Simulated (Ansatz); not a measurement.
One crystal and one scan (frozen-phonon scan) at two levels, PBE (plane waves to 420 eV, PAW, scalar-relativistic; Ansatz, an electronic-structure program) and r2SCAN (plane waves to 500 eV, PAW, scalar-relativistic; Ansatz), each from its own relaxed cell and on its own mesh. The cell shown is that of PBE.

SiC (zinc blende)

```yaml
crystal:
  lattice:
    - [0.00000, 4.37975, 4.37975]
    - [2.18988, 0.00000, 2.18988]
    - [2.18988, 2.18988, 0.00000]
  atoms:
    - { symbol: C, position: [0.37500, 0.75000, 0.75000] }
    - { symbol: C, position: [0.87500, 0.75000, 0.75000] }
    - { symbol: Si, position: [0.00000, 0.00000, 0.00000] }
    - { symbol: Si, position: [0.50000, 0.00000, 0.00000] }
```

A phonon eigenvector at L = (0.5, 0.0, 0.0) is frozen into this cell: atom i moves by Q times the vector below, so Q is the largest atomic displacement, in Å. The cell is held. It is one choice among 2 degenerate patterns. (q is in reciprocal vectors of the primitive cell; the cell shown is doubled to hold the pattern.)

```tsv
atom	x	y	z
C1	0.285	-0.520	0.805
C2	-0.285	0.520	-0.805
Si3	0.109	-0.198	0.307
Si4	-0.109	0.198	-0.307
```

SiC was relaxed with its symmetry unable to fall. Percentages come from the unrounded values.

```tsv
quantity	PBE	r2SCAN	PBE − r2SCAN
Lattice constant a (Å)	4.380	4.356	+0.024 (+0.5 %)
Band gap of the relaxed cell, no spin-orbit coupling (eV)	1.37	1.71	-0.34 (-20 %)
Harmonic wavenumber from the curvature (finite differences) (cm⁻¹ (negative: imaginary))	748	770	-22 (-2.9 %)
```

PBE gives the higher value for: lattice constant a. PBE gives the lower value for: band gap of the relaxed cell, no spin-orbit coupling; harmonic wavenumber from the curvature. Both give the same shape of the curve: a single well with its minimum at or next to zero displacement. Neither level is exact: the differences show how much the result hangs on the functional.

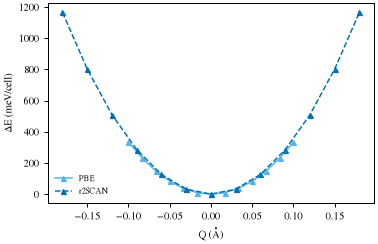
*ΔE, each from the undisplaced structure of its own level.*

(For displaced atoms, the force is minus the slope of the energy, and its curvature is a force constant, which sets phonon frequencies.)
